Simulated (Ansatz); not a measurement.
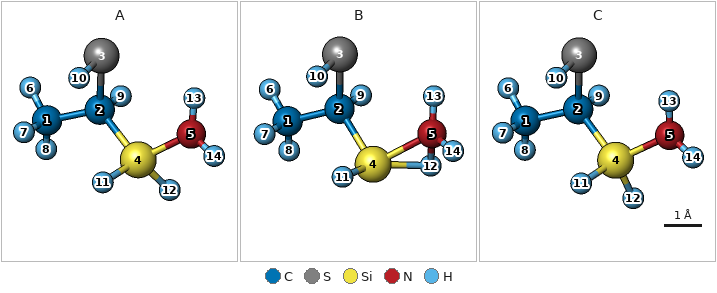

3 geometries from a converged minimum-energy path of C2H9NSSi, shuffled. Style: ball-and-stick. Shown at a tilt.

The calculation used RKS BLYP/6-31G* in Ansatz. Settings: 7 movable images; climbing image; force threshold 0.05 eV/Å; iteration limit 60; starting path through a guess of the saddle point.

Q: One of them is the converged climbing image. Which?

A: B. In order along the path, whose images run from 0 to 8: C (image 2, +0.09 eV), A (image 3, +0.60 eV), B (image 5, +2.85 eV). A hydrogen atom shifts from one atom to another. Breaking: Si4–H12 (1.50 → 1.67 at the top → 2.64 Å). Forming: N5–H12 (2.60 → 1.40 at the top → 1.03 Å).
